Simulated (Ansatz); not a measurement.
# From N to Sb: the HOMO–LUMO gap

One atom is swapped for its congeners: NO (nitric oxide); PO (Phosphorus monoxide); AsO; SbO. All are doublets with charge 0.

Shapes, held fixed at every level: PBE0-D4/def2-TZVP. Programs: Ansatz 0.2.0. Values in eV.

```tsv
level	NO	PO	AsO	SbO
r2SCAN-D4/def2-TZVPP	0.98	0.63	0.49	0.43
B3LYP-D4/def2-TZVPP	3.01	1.99	1.78	1.54
BHLYP-D4/def2-TZVPP	7.09	4.74	4.39	3.83
PBE0-D4/def2-TZVPP	3.64	2.48	2.29	2.01
r2SCAN0-D4/def2-TZVPP	4.17	2.81	2.56	2.26
wB97M-V/def2-TZVPP	8.51	6.60	6.49	6.02
```

At wB97M-V/def2-TZVPP the HOMO–LUMO gap falls at every step, from 8.51 to 6.02 eV. Every level shows the same order. Open shells run unrestricted unless RO is named. For atoms past krypton def2 sets carry core potentials with scalar relativity. Relativity is left out for As unless named. Orbital gaps aren't excitation energies, and the LUMO depends on the basis.

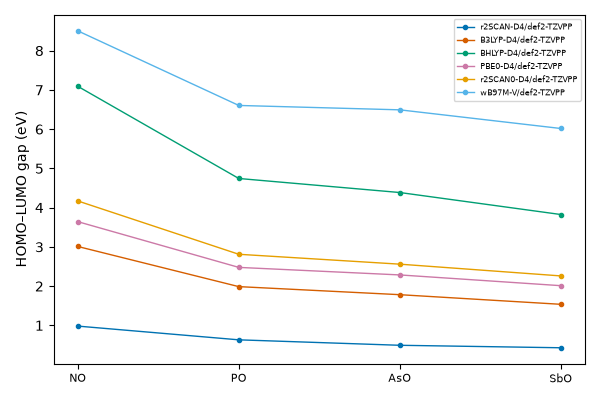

The trend along the series, level by level.
